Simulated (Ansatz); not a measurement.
# C2H3OSi (doublet): what the fields show

```xyz
7

C     0.5096   -1.8105    0.7669
C     0.2108   -0.6475    0.5177
Si   -0.0021    1.1291    0.1706
O    -0.4721    1.4356   -1.4023
H     0.7480   -2.8358    0.9892
H    -1.0457    1.7246    1.0475
H     0.0515    1.0045   -2.0896
```

The calculation used UKS r2SCAN-D4/def2-SVP in Ansatz 0.2.0.

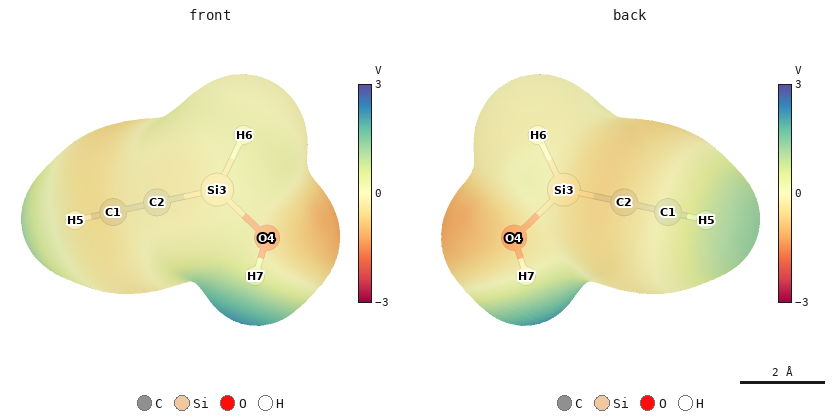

Figure 1. The electrostatic potential painted on the density surface at 0.001 e/bohr³, seen from the front and from behind; the colour scale runs from red (negative) to blue (positive).

Where is the surface potential most negative and most positive?

The most negative region (about −1.2 V) lies over O4, the most positive (about +2.1 V) over H7. O4 is the likeliest acceptor of a hydrogen bond.

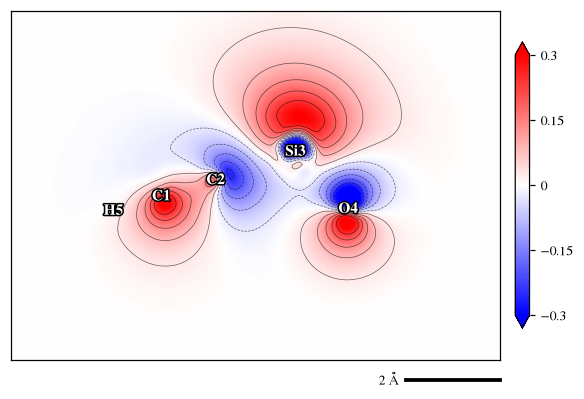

Figure 2. One frontier orbital on the plane of atoms C2, Si3 and O4 (values in Å⁻³ᐟ²; the overall sign is arbitrary).

Which orbital is it: HOMO (α) or LUMO (α)?

The HOMO (α), at −4.99 eV. Its weight (Hirshfeld) is mainly on Si3 (about 60 %), O4 (about 15 %), C1 (about 10 %), C2 (about 5 %) and H6 (about 5 %).

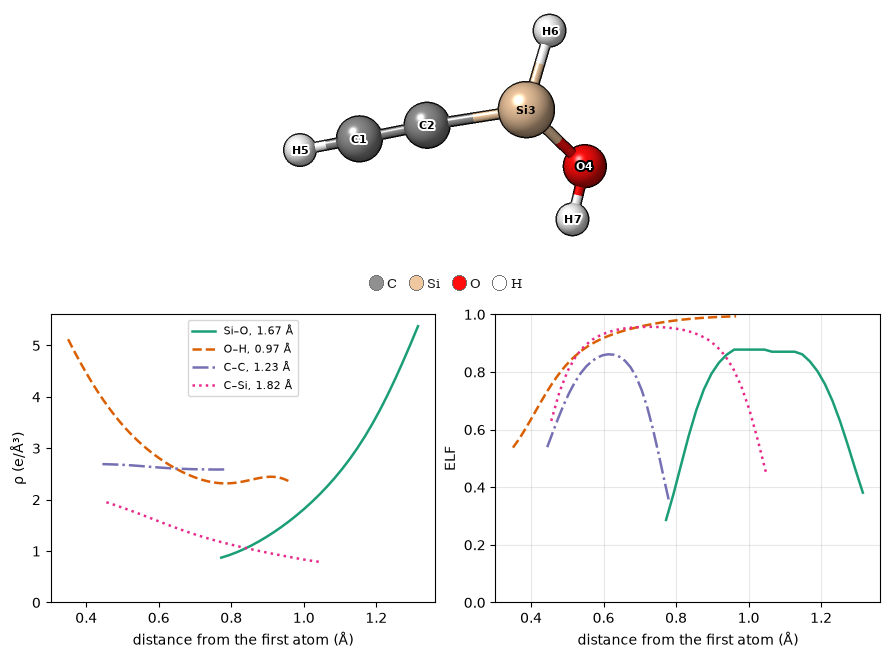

Figure 3. Total electron density and electron localisation function along straight lines between neighbouring atoms. The curves leave out the atomic cores. The structure is drawn too.

Compare the contacts.

Si–O (1.67 Å): ρ is about 1 e/Å³ halfway; the ELF peaks at about 0.90 between the atoms, as expected for a polar covalent bond.
O–H (0.97 Å): ρ is about 3.6 e/Å³ halfway; the ELF climbs to about 1 towards the hydrogen, as it does in any bond to H; a covalent bond by its length.
C–C (1.23 Å): ρ at the midpoint is about 2.6 e/Å³; the ELF peaks at about 0.85 between the atoms; a multiple bond.
C–Si (1.82 Å): ρ is about 0.95 e/Å³ halfway; the ELF peaks at about 0.95 between the atoms: a shared electron pair.
